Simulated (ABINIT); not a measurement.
## Quasiparticle gap of NaI (Fm-3m) in ABINIT

Aim: the G0W0 gap of NaI (Fm-3m) on PBE with spin-orbit coupling, step by step.

Main program and level: ABINIT 10.8.3; PBE and many-body steps on it, plane waves.

**1. Set-up**

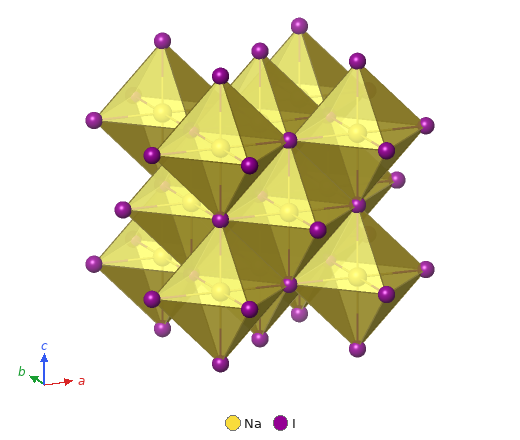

Start, viewed from a free direction; sodium yellow, iodine purple. This picture shows the conventional cell, with its axes. Some periodic images of atoms are drawn too.

The cell and positions come from the Crystallography Open Database and are kept as given unless a step says otherwise.

**2. Ground state**

This step: ABINIT 10.8.3; DFT, PBE with spin-orbit coupling, plane waves, norm-conserving pseudopotentials.

The ground-state density comes first.

run.abi

```
acell 3*1.0 Angstrom
rprim 
  0.000000000000 3.236400000000 3.236400000000
  3.236400000000 -0.000000000000 3.236400000000
  3.236400000000 3.236400000000 -0.000000000000
ntypat 2
znucl 11 53
natom 2
typat 1 2
xred 
  0.000000000000 0.000000000000 0.000000000000
  0.500000000000 0.500000000000 0.500000000000
pp_dirpath "pseudos"
pseudos "Na.upf, I.upf"
ecut 38
nspinor 2
ngkpt 4 4 4
nshiftk 1
shiftk 0 0 0
kptopt 1
chksymbreak 0
nband 26
occopt 1
tolvrs 1e-10
nstep 60
prtwf 0
optforces 0
optstress 0
indata_prefix "in"
outdata_prefix "out"
tmpdata_prefix "tmp"
```

Command:

```
$ OMP_NUM_THREADS=1 mpirun -n 4 abinit run.abi > log
```

Numbers of over 12 decimals in the logs are rounded to 6 here.

Log:

```text
.Version 10.8.3 of ABINIT. v10.8.2 released Aug 2026.

 Symmetries : space group Fm -3 m (#225); Bravais cF (face-center cubic)
================================================================================
 Values of the parameters that define the memory need of the present run
     intxc =       0    ionmov =       0      iscf =       7    lmnmax =      18
     lnmax =      18     mgfft =      50  mpssoang =       5    mqgrid =    3001
     natom =       2  nloc_mem =       1    nspden =       1   nspinor =       2
    nsppol =       1      nsym =      48    n1xccc =    2501    ntypat =       2
    occopt =       1   xclevel =       2
-    mband =          26        mffmem =           1         mkmem =           2
       mpw =        5124          nfft =      125000          nkpt =           8
================================================================================
  Rough estimation (10% accuracy) of disk space for files :
================================================================================

--------------------------------------------------------------------------------
------------- Echo of variables that govern the present computation ------------
--------------------------------------------------------------------------------
 -outvars: echo values of preprocessed input variables --------
            acell      1.8897261259E+00  1.8897261259E+00  1.8897261259E+00 Bohr

      chksymbreak           0
             ecut      3.80000000E+01 Hartree
-          fftalg         312

              ixc     -101130
              kpt      0.00000000E+00  0.00000000E+00  0.00000000E+00
                       2.50000000E-01  0.00000000E+00  0.00000000E+00
                       5.00000000E-01  0.00000000E+00  0.00000000E+00
                       2.50000000E-01  2.50000000E-01  0.00000000E+00
                       5.00000000E-01  2.50000000E-01  0.00000000E+00
                      -2.50000000E-01  2.50000000E-01  0.00000000E+00
                       5.00000000E-01  5.00000000E-01  0.00000000E+00
                      -2.50000000E-01  5.00000000E-01  2.50000000E-01
         kptrlatt        4    0    0      0    4    0      0    0    4
          kptrlen      3.45968094E+01
P           mkmem           2
            natom           2
            nband          26
            ngfft          50      50      50
             nkpt           8
          nspinor           2
            nstep          60
             nsym          48
           ntypat           2
              occ      1.000000  1.000000  1.000000  1.000000  1.000000  1.000000
                       1.000000  1.000000  1.000000  1.000000  1.000000  1.000000
                       1.000000  1.000000  1.000000  1.000000  0.000000  0.000000
                       0.000000  0.000000  0.000000  0.000000  0.000000  0.000000
                       0.000000  0.000000
        optforces           0
        optstress           0
            prtwf           0
            rprim      0.0000000000E+00  3.2364000000E+00  3.2364000000E+00
                       3.2364000000E+00 -0.0000000000E+00  3.2364000000E+00
                       3.2364000000E+00  3.2364000000E+00 -0.0000000000E+00
          spgroup         225

           tolvrs      1.00000000E-10

             xred      0.0000000000E+00  0.0000000000E+00  0.0000000000E+00
                       5.0000000000E-01  5.0000000000E-01  5.0000000000E-01
            znucl       11.00000   53.00000

================================================================================

 chkinp: Checking input parameters for consistency.

================================================================================
== DATASET  1 ==================================================================
-   mpi_nproc: 4, omp_nthreads: 1 (-1 if OMP is not activated)

--- !DatasetInfo
iteration_state: {dtset: 1, }
dimensions: {natom: 2, nkpt: 8, mband: 26, nsppol: 1, nspinor: 2, nspden: 1, mpw: 5124, }
cutoff_energies: {ecut:  38.0, pawecutdg:  -1.0, }
electrons: {nelect:   1.60000000E+01, charge:   0.00000000E+00, occopt:   1.00000000E+00, tsmear:   1.00000000E-02, }

 Real(R)+Recip(G) space primitive vectors, cartesian coordinates (Bohr,Bohr^-1):
 R(1)=  0.0000000  6.1159096  6.1159096  G(1)= -0.0817540  0.0817540  0.0817540
 R(2)=  6.1159096  0.0000000  6.1159096  G(2)=  0.0817540 -0.0817540  0.0817540
 R(3)=  6.1159096  6.1159096  0.0000000  G(3)=  0.0817540  0.0817540 -0.0817540
 Unit cell volume ucvol=  4.5752326E+02 bohr^3
 Angles (23,13,12)=  6.00000000E+01  6.00000000E+01  6.00000000E+01 degrees

 getcut: wavevector=  0.0000  0.0000  0.0000  ngfft=  50  50  50
         ecut(hartree)=     38.000   => boxcut(ratio)=   2.08406

--- Pseudopotential description ------------------------------------------------
- Na Generated using ONCVPSP code by D. R. Hamann
- 11.00000   9.00000  180418                  znucl, zion, pspdat
12 -101130 1 -1 1992                          pspcod,pspxc,lmax,lloc,mmax
     nproj     2     2     0     0
     spin-orbit psp
        nprojso     3     0     0
  pspatm : epsatm=    9.36249562
         --- l  ekb(1:nproj) -->
             0   -0.676401    2.667548
             1   -6.743410   -2.407195
  spin-orbit 1    0.012480    0.006430   -0.000135
 pspatm: atomic psp has been read  and splines computed

- I Generated using ONCVPSP code by D. R. Hamann
- 53.00000   7.00000  180423                  znucl, zion, pspdat
12 -101130 2 -1 1210                          pspcod,pspxc,lmax,lloc,mmax
     nproj     2     4     4     0
     spin-orbit psp
        nprojso     4     4     0
  pspatm : epsatm=   19.15675463
         --- l  ekb(1:nproj) -->
             0    0.912828    5.952026
             1    3.997763    0.747877    0.008227    0.000022
             2    4.180861    0.714097    0.003511    0.000039
  spin-orbit 1   -0.419626    0.211238    0.050102   -0.000483
  spin-orbit 2    0.305294   -0.042129    0.013865   -0.001013
 pspatm: atomic psp has been read  and splines computed

   4.56308004E+02                                ecore*ucvol(ha*bohr**3)
--------------------------------------------------------------------------------

_setup2: Arith. and geom. avg. npw (full set) are    5106.109    5106.090

================================================================================

--- !BeginCycle
iteration_state: {dtset: 1, }
solver: {iscf: 7, nstep: 60, nline: 4, wfoptalg: 0, }
tolerances: {tolvrs: 1.00E-10, }

     iter   Etot(hartree)      deltaE(h)  residm     vres2
 ETOT  1  -58.704599685877    -5.870E+01 1.510E-01 5.232E+01
 ETOT  2  -58.750599399459    -4.600E-02 1.815E-02 4.731E+00
 ETOT  3  -58.751056893132    -4.575E-04 3.545E-04 3.814E-01
 ETOT  4  -58.751109673310    -5.278E-05 1.222E-03 1.272E-01
 ETOT  5  -58.751116417588    -6.744E-06 3.229E-04 4.443E-03
 ETOT  6  -58.751116565102    -1.475E-07 1.510E-04 3.614E-05
 ETOT  7  -58.751116566734    -1.632E-09 1.379E-04 6.564E-07
 ETOT  8  -58.751116566775    -4.096E-11 5.989E-05 1.247E-08
 ETOT  9  -58.751116566774     1.329E-12 4.877E-05 4.559E-11

 At SCF step    9       vres2   =  4.56E-11 < tolvrs=  1.00E-10 =>converged.

--- !ResultsGS
iteration_state: {dtset: 1, }
comment   : Summary of ground state results
lattice_vectors:
- [  0.0000000,   6.1159096,   6.1159096, ]
- [  6.1159096,  -0.0000000,   6.1159096, ]
- [  6.1159096,   6.1159096,  -0.0000000, ]
lattice_lengths: [   8.64920,    8.64920,    8.64920, ]
lattice_angles: [ 60.000,  60.000,  60.000, ] # degrees, (23, 13, 12)
lattice_volume:   4.5752326E+02
convergence: {deltae:  1.329E-12, res2:  4.559E-11, residm:  4.877E-05, diffor:  0.000E+00, }
etotal    :  -5.87511166E+01
entropy   :   0.00000000E+00
fermie    :   1.67117750E-02
cartesian_stress_tensor: null
pressure_GPa: null
xred      :
- [  0.0000E+00,   0.0000E+00,   0.0000E+00, Na]
- [  5.0000E-01,   5.0000E-01,   5.0000E-01,  I]
cartesian_forces: null
force_length_stats: {min: null, max: null, mean: null, }

 Integrated electronic density in atomic spheres:
 ------------------------------------------------
 Atom  Sphere_radius  Integrated_density
    1        2.00000          7.92593862
    2        2.00000          2.89860315
================================================================================

 ----iterations are completed or convergence reached----

 Mean square residual over all n,k,spin=   48.919E-08; max=  48.767E-06
 reduced coordinates (array xred) for    2 atoms
       0.000000000000      0.000000000000      0.000000000000
       0.500000000000      0.500000000000      0.500000000000
 rms dE/dt=  0.0000E+00; max dE/dt=  0.0000E+00; dE/dt below (all hartree)
    1       0.000000000000      0.000000000000      0.000000000000
    2       0.000000000000      0.000000000000      0.000000000000

 cartesian coordinates (angstrom) at end:
    1      0.000000     0.000000     0.000000
    2      3.236400     3.236400     3.236400
 length scales=  1.889726125908  1.889726125908  1.889726125908 bohr
              =  1.000000000000  1.000000000000  1.000000000000 angstroms
 prteigrs : about to open file out_EIG
 Fermi (or HOMO) energy (hartree) =   0.01671   Average Vxc (hartree)=  -0.28324
 Eigenvalues (hartree) for nkpt=   8  k points:
 kpt#   1, nband= 26, wtk=  0.01563, kpt=  0.0000  0.0000  0.0000 (reduced coord)
  -1.85333   -1.85333   -0.82581   -0.82581   -0.81924   -0.81924   -0.81924   -0.81924
  -0.39988   -0.39988   -0.02292   -0.02292    0.01671    0.01671    0.01671    0.01671
   0.13796    0.13796    0.29638    0.29638    0.29638    0.29638    0.29757    0.29757
   0.36532    0.36532
 prteigrs : prtvol=0 or 1, do not print more k-points.

--- !EnergyTerms
iteration_state     : {dtset: 1, }
comment             : Components of total free energy in Hartree
kinetic             :  3.10173396883658E+01
hartree             :  2.14414417510290E+01
xc                  : -1.08941266775599E+01
Ewald energy        : -2.99766697443574E+01
psp_core            :  9.97343844681579E-01
local_psp           : -5.84405412367042E+01
non_local_psp       : -1.28959041922285E+01
total_energy        : -5.87511165667737E+01
total_energy_eV     : -1.59869932528113E+03
band_energy         : -9.60162555994131E+00

== END DATASET(S) ==============================================================
================================================================================

 -outvars: echo values of variables after computation  --------
           etotal     -5.8751116567E+01
            nband          26
             nkpt           8
          spgroup         225
 [... the other variables as echoed above ...]

 Calculation completed.
```

Elapsed: 26 s, on 4 MPI ranks of Arm Neoverse V1, shared host; peak memory 0.42 GiB; 1.7 min of CPU time.

Numbers from this step:

```yaml
total_energy: -1598.6993 eV
gap: 3.299 eV
k_of_the_valence_top: 0, 0, 0
k_of_the_conduction_bottom: 0, 0, 0
least_direct_gap: 3.299 eV
```

The gap is direct, at Γ.

**3. Bands along the symmetry lines**

The cheap functional maps the bands first; the places of the edges decide which points the dearer methods must see.

run.abi

```
acell 3*1.0 Angstrom
rprim 
  0.000000000000 3.236400000000 3.236400000000
  3.236400000000 -0.000000000000 3.236400000000
  3.236400000000 3.236400000000 -0.000000000000
ntypat 2
znucl 11 53
natom 2
typat 1 2
xred 
  0.000000000000 0.000000000000 0.000000000000
  0.500000000000 0.500000000000 0.500000000000
pp_dirpath "pseudos"
pseudos "Na.upf, I.upf"
ecut 38
nspinor 2
iscf -2
irdden 1
kptopt 0
nkpt 26
kpt 
  0.00000000 0.00000000 0.00000000
  0.12500000 0.00000000 0.12500000
  0.25000000 0.00000000 0.25000000
  0.37500000 0.00000000 0.37500000
  0.50000000 0.00000000 0.50000000
  0.53125000 0.06250000 0.53125000
  0.56250000 0.12500000 0.56250000
  0.59375000 0.18750000 0.59375000
  0.62500000 0.25000000 0.62500000
  0.37500000 0.37500000 0.75000000
  0.28125000 0.28125000 0.56250000
  0.18750000 0.18750000 0.37500000
  0.09375000 0.09375000 0.18750000
  0.00000000 0.00000000 0.00000000
  0.12500000 0.12500000 0.12500000
  0.25000000 0.25000000 0.25000000
  0.37500000 0.37500000 0.37500000
  0.50000000 0.50000000 0.50000000
  0.50000000 0.43750000 0.56250000
  0.50000000 0.37500000 0.62500000
  0.50000000 0.31250000 0.68750000
  0.50000000 0.25000000 0.75000000
  0.50000000 0.18750000 0.68750000
  0.50000000 0.12500000 0.62500000
  0.50000000 0.06250000 0.56250000
  0.50000000 0.00000000 0.50000000
istwfk *1
nband 32
nbdbuf 6
tolwfr 1e-08
nstep 40
prtwf 0
prtvol 0
indata_prefix "in"
outdata_prefix "out"
tmpdata_prefix "tmp"
```

Log:

```text
.Version 10.8.3 of ABINIT. v10.8.2 released Aug 2026.

 Symmetries : space group Fm -3 m (#225); Bravais cF (face-center cubic)
[... echo of the input left out ...]
== DATASET  1 ==================================================================
-   mpi_nproc: 4, omp_nthreads: 1 (-1 if OMP is not activated)

--- !DatasetInfo
iteration_state: {dtset: 1, }
dimensions: {natom: 2, nkpt: 26, mband: 32, nsppol: 1, nspinor: 2, nspden: 1, mpw: 5142, }
cutoff_energies: {ecut:  38.0, pawecutdg:  -1.0, }
electrons: {nelect:   1.60000000E+01, charge:   0.00000000E+00, occopt:   1.00000000E+00, tsmear:   1.00000000E-02, }

 Real(R)+Recip(G) space primitive vectors, cartesian coordinates (Bohr,Bohr^-1):
 R(1)=  0.0000000  6.1159096  6.1159096  G(1)= -0.0817540  0.0817540  0.0817540
 R(2)=  6.1159096  0.0000000  6.1159096  G(2)=  0.0817540 -0.0817540  0.0817540
 R(3)=  6.1159096  6.1159096  0.0000000  G(3)=  0.0817540  0.0817540 -0.0817540
 Unit cell volume ucvol=  4.5752326E+02 bohr^3
 Angles (23,13,12)=  6.00000000E+01  6.00000000E+01  6.00000000E+01 degrees

 getcut: wavevector=  0.0000  0.0000  0.0000  ngfft=  50  50  50
         ecut(hartree)=     38.000   => boxcut(ratio)=   2.08406

--- Pseudopotential description ------------------------------------------------
- Na Generated using ONCVPSP code by D. R. Hamann
- 11.00000   9.00000  180418                  znucl, zion, pspdat
12 -101130 1 -1 1992                          pspcod,pspxc,lmax,lloc,mmax
     nproj     2     2     0     0
     spin-orbit psp
        nprojso     3     0     0
  pspatm : epsatm=    9.36249562
         --- l  ekb(1:nproj) -->
             0   -0.676401    2.667548
             1   -6.743410   -2.407195
  spin-orbit 1    0.012480    0.006430   -0.000135
 pspatm: atomic psp has been read  and splines computed

- I Generated using ONCVPSP code by D. R. Hamann
- 53.00000   7.00000  180423                  znucl, zion, pspdat
12 -101130 2 -1 1210                          pspcod,pspxc,lmax,lloc,mmax
     nproj     2     4     4     0
     spin-orbit psp
        nprojso     4     4     0
  pspatm : epsatm=   19.15675463
         --- l  ekb(1:nproj) -->
             0    0.912828    5.952026
             1    3.997763    0.747877    0.008227    0.000022
             2    4.180861    0.714097    0.003511    0.000039
  spin-orbit 1   -0.419626    0.211238    0.050102   -0.000483
  spin-orbit 2    0.305294   -0.042129    0.013865   -0.001013
 pspatm: atomic psp has been read  and splines computed

--------------------------------------------------------------------------------

================================================================================
 prteigrs : about to open file out_EIG
 Non-SCF case, kpt    1 (  0.00000  0.00000  0.00000), residuals and eigenvalues=
  1.60E-09  6.65E-09  1.84E-09  6.09E-09  1.42E-09  2.88E-09  4.67E-09  8.92E-09
[...]
4.4454E-01  4.4527E-01
 Non-SCF case, kpt    3 (  0.25000  0.00000  0.25000), residuals and eigenvalues=
[...]
4.8658E-01  4.8716E-01
[...]
Non-SCF case, kpt   25 (  0.50000  0.06250  0.56250), residuals and eigenvalues=
[...]
4.9838E-01  4.9850E-01
 Non-SCF case, kpt   26 (  0.50000  0.00000  0.50000), residuals and eigenvalues=
[...]
2.0861E-01  2.0861E-01  3.6493E-01  3.6493E-01  4.1785E-01  4.1785E-01
  4.2691E-01  4.2691E-01  4.3467E-01  4.3467E-01  4.9684E-01  4.9717E-01
  4.9878E-01  5.0103E-01

--- !ResultsGS
iteration_state: {dtset: 1, }
comment   : Summary of ground state results
lattice_vectors:
- [  0.0000000,   6.1159096,   6.1159096, ]
- [  6.1159096,  -0.0000000,   6.1159096, ]
- [  6.1159096,   6.1159096,  -0.0000000, ]
lattice_lengths: [   8.64920,    8.64920,    8.64920, ]
lattice_angles: [ 60.000,  60.000,  60.000, ] # degrees, (23, 13, 12)
lattice_volume:   4.5752326E+02
convergence: {deltae:  0.000E+00, res2:  0.000E+00, residm:  9.996E-09, diffor:  0.000E+00, }
etotal    :  -5.87511166E+01
entropy   :   0.00000000E+00
fermie    :   1.67117750E-02
cartesian_stress_tensor: null
pressure_GPa: null
xred      :
- [  0.0000E+00,   0.0000E+00,   0.0000E+00, Na]
- [  5.0000E-01,   5.0000E-01,   5.0000E-01,  I]
cartesian_forces: null
force_length_stats: {min: null, max: null, mean: null, }

 Integrated electronic density in atomic spheres:
 ------------------------------------------------
 Atom  Sphere_radius  Integrated_density
    1        2.00000          7.92593862
    2        2.00000          2.89860315
================================================================================

 ----iterations are completed or convergence reached----

 Mean square residual over all n,k,spin=   39.799E-10; max=  99.960E-10
 reduced coordinates (array xred) for    2 atoms
       0.000000000000      0.000000000000      0.000000000000
       0.500000000000      0.500000000000      0.500000000000

 cartesian coordinates (angstrom) at end:
    1      0.000000     0.000000     0.000000
    2      3.236400     3.236400     3.236400
 length scales=  1.889726125908  1.889726125908  1.889726125908 bohr
              =  1.000000000000  1.000000000000  1.000000000000 angstroms
 prteigrs : about to open file out_EIG
 Eigenvalues (hartree) for nkpt=  26  k points:
 kpt#   1, nband= 32, wtk=  1.00000, kpt=  0.0000  0.0000  0.0000 (reduced coord)
[...]
kpt#   2, nband= 32, wtk=  1.00000, kpt=  0.1250  0.0000  0.1250 (reduced coord)
[...]
kpt#   3, nband= 32, wtk=  1.00000, kpt=  0.2500  0.0000  0.2500 (reduced coord)
[...]
kpt#  25, nband= 32, wtk=  1.00000, kpt=  0.5000  0.0625  0.5625 (reduced coord)
[...]
kpt#  26, nband= 32, wtk=  1.00000, kpt=  0.5000  0.0000  0.5000 (reduced coord)
[...]
0.16927    0.16927    0.20861    0.20861    0.36493    0.36493    0.41785    0.41785
   0.42691    0.42691    0.43467    0.43467    0.49684    0.49717    0.49878    0.50103

== END DATASET(S) ==============================================================
================================================================================

 -outvars: echo values of variables after computation  --------
            nband          32
             nkpt          26
          spgroup         225
 [... the other variables as echoed above ...]

 Calculation completed.
```

Run time: 44 s. Hardware: 4 MPI ranks; peak memory 0.42 GiB.

Numbers from this step:

* gap: 3.299 eV
* k of the valence top: 0, 0, 0
* k of the conduction bottom: 0, 0, 0
* least direct gap: 3.299 eV

The gap is 3.299 eV, as in the run before at this level.

The electronic bands at the labelled points (eV, zero at the top of the highest filled band; v1 is the highest filled band, c1 the lowest empty one):

```
    point     v4     v3     v2     v1    c1    c2    c3    c4
        Γ   0.00   0.00   0.00   0.00  3.30  3.30  7.61  7.61
        X  -1.27  -1.27  -0.80  -0.80  4.15  4.15  5.22  5.22
        U  -1.57  -1.57  -0.83  -0.83  4.87  4.87  6.34  6.34
jump to K  -1.57  -1.57  -0.83  -0.83  4.87  4.87  6.34  6.34
        Γ   0.00   0.00   0.00   0.00  3.30  3.30  7.61  7.61
        L  -0.90  -0.90  -0.30  -0.30  4.75  4.75  7.11  7.11
        W  -1.51  -1.51  -1.13  -1.13  5.48  5.48  7.08  7.08
        X  -1.27  -1.27  -0.80  -0.80  4.15  4.15  5.22  5.22
```

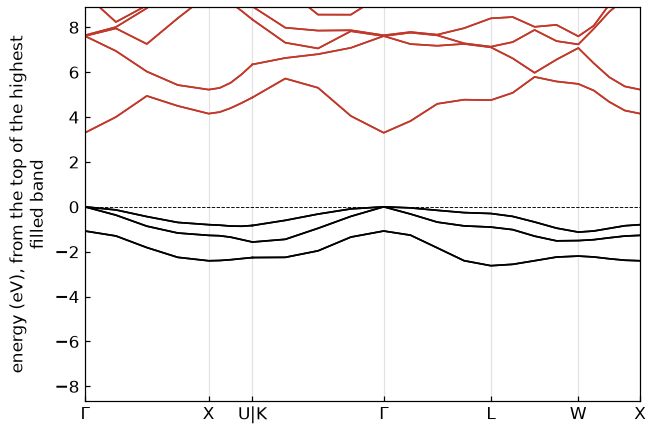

Electronic bands along the path; lines of filled and empty bands in two colours.

[end of part 1 of 2]

[Paths, hosts, dates, memory and timing lines, banners, echoed tables and standing remarks are left out of the program output.]

[Logs are printed without paths, hosts, clocks, repeated set-up lines and the standing remarks that a program may print on its own settings, such as how far it seeks lower states.]

[Runs of the session that timed out or met a known fault of the program may be left out.]

[Hosts, paths, dates, database ids (printed as entryN), source tags and the programs' standing remarks are cut or masked in the printed files.]

[G0W0 gaps are taken among the corrected bands and points alone; a level outside them can change the order at an edge.]

[Where Ansatz stands beside ABINIT at settings called matched, ABINIT's density can come from a denser mesh and the files from another edition; pairs whose starting gaps differed by over 0.03 eV were left out, so agreement reads better than it is.]
